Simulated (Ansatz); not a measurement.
# Run report: AgC18, nudged elastic band (part 3 of 3)

Continued. System: AgC18 (slab, 19 atoms in the cell). Method: DFT PBEsol, scalar-relativistic, plane waves, PAW, spin-polarised (Ansatz 0.2.0); cutoff 420 eV, 2×2×1 k-mesh, Fermi–Dirac smearing of 0.02 eV, collinear spins. It belongs to a series of runs on one base structure; here: band between the two ends.

Geometry of the input (Å; fractional positions):
```
7.3980  0.0000  0.0000
-3.6990  6.4069  0.0000
0.0000  0.0000  12.0000
C  -0.0044  -0.0078  0.0808
C  0.2178  0.1029  0.0808
C  -0.0062  0.3248  0.0838
C  0.2178  0.4368  0.0900
C  -0.0043  0.6592  0.0808
C  0.2177  0.7705  0.0808
C  0.3291  -0.0075  0.0799
C  0.5512  0.1035  0.0803
C  0.3299  0.3248  0.0839
C  0.5515  0.4368  0.0808
C  0.3299  0.6608  0.0838
C  0.5516  0.7704  0.0807
C  0.6623  -0.0075  0.0799
C  0.8840  0.1030  0.0808
C  0.6622  0.3255  0.0799
C  0.8841  0.4367  0.0808
C  0.6624  0.6591  0.0808
C  0.8845  0.7702  0.0807
Ag 0.2191  0.4360  0.2856
```

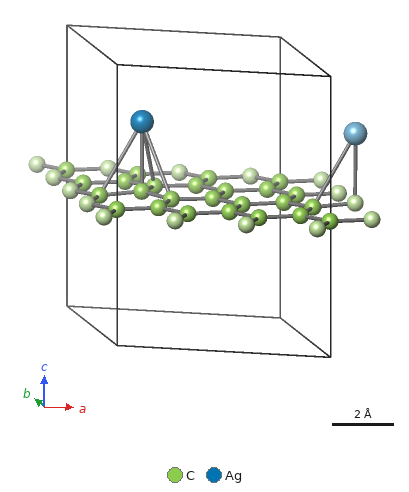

Figure 1. The structure as given in the input (ball-and-stick view of the cell of the calculation, with the vacuum cut short, seen slightly off an axis; neighbours outside the cell are drawn fainter).

Output, continued:
```
--- Per-component energies (eV) ---
  E_band       = -1246.046219
  E_kinetic    = 2162.819290
  E_local      = -23005.068637  (includes V_loc(G=0)·N_el)
  E_nonlocal   = 578.032024
  E_hartree    = 10426.941178
  E_xc         = -1036.802262
  E_vxc        = -1294.127347  (∫ρ·V_xc dr)
  E_paw        = -5556.327280  (= ΣΔE_a)
  E_vpaw       = -541.583644  (= ΣTr[D̂ρ^β])
  E_aug_tail   = 0.000442  (compensation charges beyond the density's cutoff)
  E_ewald      = 4470.440505
  E_core_change = 0.702548  (= ΣΔE_core)
  E_smearing   = -0.011949  (= −TS)
  E_closure    = 0.000000  (closes the sum)
  Σ components = -11959.274140   (vs F -11959.274140, Δ=0.00e0)
--- Forces (eV/Å), atoms counted from 1 ---
  atom   1  C     -0.00489711    -0.02004239     0.00031606
  atom   2  C      0.01305315     0.00124670     0.00029302
  atom   3  C     -0.00320255    -0.00273713     0.00026388
  atom   4  C     -0.01029495     0.01067504     0.01948944
  atom   5  C     -0.00905069     0.01280995     0.00123853
[...]
  atom   6  C      0.00227521    -0.00831948     0.00097263
  atom   7  C     -0.00090105     0.01222071     0.00115157
  atom   8  C     -0.00200590     0.00473230    -0.00191964
  atom   9  C      0.01573295    -0.00738402    -0.00414393
  atom  10  C      0.01493847    -0.02432502    -0.00032667
  atom  11  C      0.00243658     0.01905651    -0.00132983
  atom  12  C     -0.00123798     0.00327469    -0.00379169
  atom  13  C      0.00797649    -0.00135770    -0.00264245
  atom  14  C     -0.01578450    -0.00182678    -0.00054704
  atom  15  C     -0.00737149     0.00103871     0.00266713
  atom  16  C     -0.00584334    -0.01878487     0.00005179
  atom  17  C      0.00773271     0.01941852    -0.00614783
  atom  18  C     -0.00300300    -0.00085348     0.00005423
  atom  19  Ag    -0.00054973     0.00117055    -0.00561585
  max |Σ_I F_I| component: 3.34e-5 eV/Å
--- Band table (eV; the first three rows and the last of 8) ---
  k-point 0 ↑: bands = ["-91.7440", "-55.3384", "-55.2753", "-55.2729", "-19.9067", "-17.4339", "-17.4027", "-17.2932", "-17.2911", "-17.2671", "-17.1981", "-13.0067", "-12.9813", "-12.9384", "-12.8861", "-11.0386", "-11.0040", "-10.0960", "-10.0616", "-10.0328", "-10.0184", "-9.9802", "-9.9206", "-8.2319", "-6.2813", "-6.2715", "-6.2202", "-6.1763", "-6.1095", "-6.0906", "-5.7715", "-5.5357", "-5.2171", "-5.0922", "-5.0551", "-4.9412", "-4.2153", "-4.1892", "-4.1641", "-4.0854", "-4.0049", "-3.4292", "-3.3433", "-0.7054", "-0.5102", "-0.4649", "-0.3114", "-0.1552", "3.2297", "3.4601", "3.5555", "3.6356", "4.3668", "4.4246", "4.4602", "4.5512", "4.6233", "4.6386", "4.6509", "5.9554", "5.9644", "6.2049", "6.2682", "6.9304", "6.9424"]
  k-point 1 ↑: bands = ["-91.7440", "-55.3384", "-55.2753", "-55.2729", "-19.2976", "-19.2080", "-17.9828", "-17.9175", "-15.5072", "-15.4835", "-15.4577", "-15.4081", "-14.6062", "-13.6841", "-11.8474", "-11.7791", "-11.7651", "-11.7429", "-8.5296", "-8.5104", "-8.4300", "-8.4199", "-8.1480", "-8.0512", "-7.6397", "-7.2964", "-6.9028", "-6.8407", "-6.7913", "-6.0478", "-5.8375", "-5.7571", "-5.7163", "-4.6058", "-4.5685", "-4.5076", "-4.3757", "-4.2734", "-4.2306", "-4.2295", "-3.0372", "-3.0235", "-3.0199", "-2.9487", "-2.6580", "-0.3998", "1.1818", "1.9283", "1.9566", "2.1220", "2.1251", "2.7669", "3.4881", "4.0752", "4.2488", "4.4345", "4.9455", "5.0267", "5.9033", "5.9439", "6.0648", "6.1168", "6.5648", "6.5763", "6.8893"]
  k-point 2 ↑: bands = ["-91.7440", "-55.3384", "-55.2753", "-55.2729", "-19.3090", "-19.1938", "-17.9759", "-17.9301", "-15.5021", "-15.4853", "-15.4525", "-15.4120", "-14.6254", "-13.6396", "-11.8476", "-11.8337", "-11.7625", "-11.7263", "-8.5359", "-8.4906", "-8.4392", "-8.4003", "-8.1977", "-8.1195", "-7.6241", "-7.2758", "-6.8691", "-6.8003", "-6.7669", "-5.9701", "-5.9420", "-5.7415", "-5.6413", "-4.6870", "-4.5454", "-4.4670", "-4.3958", "-4.3216", "-4.2678", "-4.1939", "-3.0364", "-3.0280", "-3.0043", "-2.9212", "-2.7382", "-0.3685", "1.1611", "1.9215", "1.9939", "2.1292", "2.1565", "2.6885", "3.5507", "4.0733", "4.2431", "4.4259", "4.9480", "5.0186", "5.8552", "5.9493", "6.0843", "6.1526", "6.5699", "6.5862", "6.7357"]
  k-point 3 ↓: bands = ["-91.7471", "-55.3365", "-55.2695", "-55.2662", "-19.3089", "-19.1993", "-17.9761", "-17.9359", "-15.5007", "-15.4898", "-15.4552", "-15.4179", "-14.6304", "-13.6406", "-11.8480", "-11.8352", "-11.7652", "-11.7316", "-8.5357", "-8.4897", "-8.4423", "-8.4023", "-8.2007", "-8.1226", "-7.6164", "-7.2843", "-6.8691", "-6.8016", "-6.7680", "-5.9661", "-5.9436", "-5.7428", "-5.6430", "-4.6678", "-4.5434", "-4.3919", "-4.3253", "-4.2221", "-4.1720", "-4.1034", "-3.0350", "-3.0294", "-2.9820", "-2.9020", "-2.7380", "0.1647", "1.1774", "1.9407", "2.0157", "2.1220", "2.1491", "2.9363", "3.9062", "4.1774", "4.5162", "4.6379", "5.0926", "5.3013", "5.8493", "5.9637", "6.1811", "6.2349", "6.8113", "6.8837", "6.9363"]
this run last wrote the band of iteration 8 to [file]
--- NEB band (5 images, 8 band iterations, 960 SCF iterations) ---
  forward barrier  = 0.009459 eV
  backward barrier = 0.009459 eV
  lagrangian_above_aufbau_ev (what the smearing adds, to first order; not taken off the barriers): saddle image -0.008523 eV, end points -0.009265 and -0.009265 eV
  climbing image's point = of a kind that is not told: a solve is, or may be, on another electronic state (lowest curvatures found: -0.01 and 10.97 eV/Å²)
  the energy between two images, or of the climbing one moved across the path, is not told, or not asked to its end, so that a barrier can be hidden there: a solve is, or may be, on another electronic state
  energies are F+E_penalty+E_count in eV, relative to image 0
  image     s (Å)  Δ vs image 0  max|band force component| (eV/Å)     M (μB)  M_abs (μB)
      0    0.0000      0.000000                                 —    +0.7209      1.5631
  *   1    0.6209      0.009459                          2.436e-2    +0.4734      0.6873
      2    1.3439      0.000343                          2.389e-2    -0.7172      1.5513
      3    2.0671      0.009396                          4.410e-3    -0.4702      0.6495
      4    2.7904      0.000000                                 —    +0.7209      1.5621
  climbing-image geometry (image 1):
  cell:  # Å, volume = 568.7750 Å³
    - [7.398, 0.0, 0.0]
    - [-3.699, 6.406856, 0.0]
    - [0.0, 0.0, 12.0]
  atoms:
    - { symbol: C, position: [-0.0022776504424483067, -0.008060653123046995, 0.08081576777851554] }
    - { symbol: C, position: [0.21919278928820746, 0.10300817889957489, 0.08032197322951357] }
    - { symbol: C, position: [-0.003588107092554721, 0.3232456925906824, 0.08245366539517618] }
    - { symbol: C, position: [0.2187643999500383, 0.43404167027834983, 0.08838877211661679] }
    - { symbol: C, position: [-0.003678704447964143, 0.6575933820616174, 0.08062865157546817] }
    - { symbol: C, position: [0.22040138899634107, 0.7708529097765914, 0.08226397126332338] }
    - { symbol: C, position: [0.331328043041126, -0.008913375536804055, 0.08028305191880758] }
    - { symbol: C, position: [0.5528913829061733, 0.10230804578813868, 0.08078851198900867] }
    - { symbol: C, position: [0.3302558072469002, 0.3232662670512791, 0.08249996816502841] }
    - { symbol: C, position: [0.5542945005901594, 0.43667175141349673, 0.08067479872760537] }
    - { symbol: C, position: [0.33184467356226516, 0.6602348663659456, 0.08786648107813173] }
    - { symbol: C, position: [0.5538701604650595, 0.7708197410826888, 0.08239925828935088] }
    - { symbol: C, position: [0.6632109367045185, -0.00887558126879288, 0.08036760490661007] }
    - { symbol: C, position: [0.8872751790656308, 0.1030267113095761, 0.08036570140324314] }
    - { symbol: C, position: [0.664393103075837, 0.3253036234442589, 0.08034493306552548] }
    - { symbol: C, position: [0.8857833610952908, 0.43665242050730324, 0.08059618594978732] }
    - { symbol: C, position: [0.6647063878987709, 0.6575610420130964, 0.08077658716901591] }
    - { symbol: C, position: [0.8862116165486953, 0.7689303928493944, 0.08047926777697009] }
    - { symbol: Ag, position: [0.26871053904795345, 0.5339142419966505, 0.2826842782023016] }
```

The last band as extended XYZ (Å, eV, eV/Å):
```
19
Lattice="7.3980 0.0000 0.0000 -3.6990 6.4069 0.0000 0.0000 0.0000 12.0000" Properties=species:S:1:pos:R:3:forces:R:3 image=0 energy=-11959.28360
C    -0.0037   -0.0499    0.9695   -0.0113   0.0008   0.0027
C     1.2304    0.6595    0.9698    0.0080   0.0104  -0.0006
C    -1.2473    2.0810    1.0056   -0.0084  -0.0067   0.0033
C    -0.0044    2.7985    1.0798    0.0143   0.0065   0.0026
C    -2.4704    4.2233    0.9699   -0.0084  -0.0178  -0.0013
C    -1.2393    4.9365    0.9691    0.0146   0.0078   0.0026
C     2.4628   -0.0482    0.9592    0.0002  -0.0038   0.0002
C     3.6949    0.6631    0.9640    0.0023  -0.0109   0.0001
C     1.2393    2.0812    1.0067   -0.0046  -0.0041  -0.0036
C     2.4646    2.7983    0.9700    0.0088   0.0055  -0.0017
C    -0.0039    4.2336    1.0052   -0.0078  -0.0014  -0.0007
C     1.2305    4.9362    0.9690    0.0011   0.0134   0.0029
C     4.9272   -0.0479    0.9590   -0.0075  -0.0090   0.0012
C     6.1589    0.6599    0.9697    0.0079   0.0014  -0.0041
C     3.6953    2.0852    0.9591   -0.0106   0.0097   0.0041
C     4.9249    2.7980    0.9698    0.0014   0.0124  -0.0038
C     2.4624    4.2230    0.9698   -0.0010  -0.0137  -0.0021
C     3.6949    4.9343    0.9679    0.0031  -0.0009   0.0011
Ag    0.0082    2.7934    3.4266   -0.0020   0.0004  -0.0029
19
Lattice="7.3980 0.0000 0.0000 -3.6990 6.4069 0.0000 0.0000 0.0000 12.0000" Properties=species:S:1:pos:R:3:forces:R:3 image=1 energy=-11959.27414
C     0.0130   -0.0516    0.9698   -0.0049  -0.0200   0.0003
C     1.2406    0.6600    0.9639    0.0131   0.0012   0.0003
C    -1.2222    2.0710    0.9894   -0.0032  -0.0027   0.0003
C     0.0129    2.7808    1.0607   -0.0103   0.0107   0.0195
C    -2.4597    4.2131    0.9675   -0.0091   0.0128   0.0012
C    -1.2209    4.9387    0.9872    0.0023  -0.0083   0.0010
C     2.4841   -0.0571    0.9634   -0.0009   0.0122   0.0012
C     3.7119    0.6555    0.9695   -0.0020   0.0047  -0.0019
C     1.2475    2.0711    0.9900    0.0157  -0.0074  -0.0041
C     2.4854    2.7977    0.9681    0.0149  -0.0243  -0.0003
C     0.0128    4.2300    1.0544    0.0024   0.0191  -0.0013
C     1.2463    4.9385    0.9888   -0.0012   0.0033  -0.0038
C     4.9393   -0.0569    0.9644    0.0080  -0.0014  -0.0026
C     6.1830    0.6601    0.9644   -0.0158  -0.0018  -0.0005
C     3.7119    2.0842    0.9641   -0.0074   0.0010   0.0027
C     4.9378    2.7976    0.9672   -0.0058  -0.0188   0.0001
C     2.4852    4.2129    0.9693    0.0077   0.0194  -0.0061
C     3.7119    4.9264    0.9658   -0.0030  -0.0009   0.0001
Ag    0.0130    3.4207    3.3922   -0.0006   0.0012  -0.0056
19
Lattice="7.3980 0.0000 0.0000 -3.6990 6.4069 0.0000 0.0000 0.0000 12.0000" Properties=species:S:1:pos:R:3:forces:R:3 image=2 energy=-11959.28326
C     0.0297   -0.0649    0.9644   -0.0018   0.0055   0.0007
C     1.2616    0.6469    0.9596   -0.0006  -0.0112  -0.0019
C    -1.2043    2.0678    0.9696   -0.0029  -0.0057   0.0034
C     0.0289    2.7704    1.0084    0.0204   0.0118  -0.0096
C    -2.4390    4.2055    0.9687   -0.0086   0.0081   0.0008
C    -1.2130    4.9242    1.0046   -0.0031  -0.0032   0.0023
C     2.4954   -0.0620    0.9694   -0.0157  -0.0048   0.0004
C     3.7279    0.6475    0.9703    0.0168   0.0026  -0.0001
C     1.2652    2.0668    0.9703   -0.0215   0.0198   0.0045
C     2.4969    2.7819    0.9697   -0.0041   0.0169   0.0011
C     0.0295    4.2074    1.0803    0.0082  -0.0244  -0.0031
C     1.2724    4.9251    1.0055    0.0082  -0.0234   0.0024
C     4.9635   -0.0631    0.9701   -0.0092   0.0145  -0.0040
C     6.1959    0.6459    0.9592    0.0087   0.0060   0.0015
C     3.7287    2.0707    0.9678    0.0031   0.0008   0.0000
C     4.9608    2.7829    0.9690    0.0005  -0.0041   0.0009
C     2.4998    4.2066    0.9700   -0.0216  -0.0147  -0.0027
C     3.7279    4.9192    0.9595    0.0194  -0.0025  -0.0001
Ag    0.0141    4.1479    3.4236    0.0037   0.0081   0.0033
19
Lattice="7.3980 0.0000 0.0000 -3.6990 6.4069 0.0000 0.0000 0.0000 12.0000" Properties=species:S:1:pos:R:3:forces:R:3 image=3 energy=-11959.27420
C     0.0117   -0.0594    0.9694   -0.0015  -0.0016  -0.0004
C     1.2489    0.6549    0.9646    0.0033   0.0007  -0.0001
C    -1.2198    2.0830    0.9639   -0.0014   0.0036   0.0003
C     0.0056    2.7827    0.9895   -0.0034   0.0038   0.0002
C    -2.4477    4.2096    0.9637    0.0029  -0.0011   0.0009
C    -1.2289    4.9210    0.9893   -0.0012  -0.0044   0.0003
C     2.4797   -0.0504    0.9677   -0.0025   0.0035   0.0004
C     3.7059    0.6573    0.9679   -0.0009   0.0036  -0.0007
C     1.2535    2.0734    0.9679    0.0025  -0.0017   0.0005
C     2.4796    2.7814    0.9680    0.0008  -0.0019   0.0000
C     0.0026    4.2066    1.0601   -0.0019  -0.0037   0.0008
C     1.2580    4.9314    1.0585    0.0035  -0.0007  -0.0010
C     4.9538   -0.0523    0.9888    0.0006   0.0021   0.0005
C     6.1792    0.6477    0.9637   -0.0004  -0.0006  -0.0002
C     3.7104    2.0760    0.9649   -0.0024  -0.0022   0.0000
C     4.9476    2.7903    0.9694    0.0032   0.0003  -0.0001
C     2.4890    4.2169    0.9891   -0.0018   0.0003  -0.0011
C     3.7078    4.9281    0.9637    0.0001   0.0008   0.0003
Ag    0.6134    4.5622    3.3898    0.0005  -0.0008  -0.0004
19
Lattice="7.3980 0.0000 0.0000 -3.6990 6.4069 0.0000 0.0000 0.0000 12.0000" Properties=species:S:1:pos:R:3:forces:R:3 image=4 energy=-11959.28360
C    -0.0036   -0.0483    0.9698   -0.0010  -0.0137  -0.0021
C     1.2289    0.6630    0.9679    0.0031  -0.0009   0.0011
C    -1.2378    2.0877    0.9590   -0.0075  -0.0090   0.0012
C    -0.0061    2.7956    0.9697    0.0079   0.0014  -0.0041
C    -2.4697    4.2208    0.9591   -0.0106   0.0097   0.0041
C    -1.2401    4.9336    0.9698    0.0014   0.0124  -0.0038
C     2.4616   -0.0480    0.9699   -0.0084  -0.0178  -0.0013
C     3.6927    0.6652    0.9691    0.0146   0.0078   0.0026
C     1.2293    2.0857    0.9695   -0.0113   0.0007   0.0027
C     2.4634    2.7951    0.9698    0.0080   0.0104  -0.0006
C    -0.0143    4.2167    1.0056   -0.0084  -0.0067   0.0033
C     1.2286    4.9341    1.0798    0.0143   0.0065   0.0026
C     4.9281   -0.0376    1.0052   -0.0078  -0.0014  -0.0007
C     6.1625    0.6649    0.9690    0.0011   0.0134   0.0029
C     3.6958    2.0874    0.9592    0.0002  -0.0038   0.0002
C     4.9279    2.7987    0.9640    0.0023  -0.0109   0.0001
C     2.4723    4.2168    1.0067   -0.0046  -0.0041  -0.0036
C     3.6976    4.9339    0.9700    0.0088   0.0055  -0.0017
Ag    1.2412    4.9290    3.4266   -0.0020   0.0004  -0.0029
```

Summary:

```json
{"quantity": "outcome", "value": "converged"}
{"quantity": "barrier, forward", "value": "0.009 eV"}
{"quantity": "barrier, backward", "value": "0.009 eV"}
{"quantity": "electrons treated", "value": "91"}
{"quantity": "wall time", "value": "22 min (CPU time 30 min)"}
{"quantity": "peak memory", "value": "1.9 GiB"}
```

Remarks:

The electronic state found may not be the lowest one. Notes on the run: the magnetisation did not meet its threshold; a screening estimate came out negative during mixing; some starting moments were not kept. The k-point mesh is coarse for a cell of this size, so the results may not be converged.
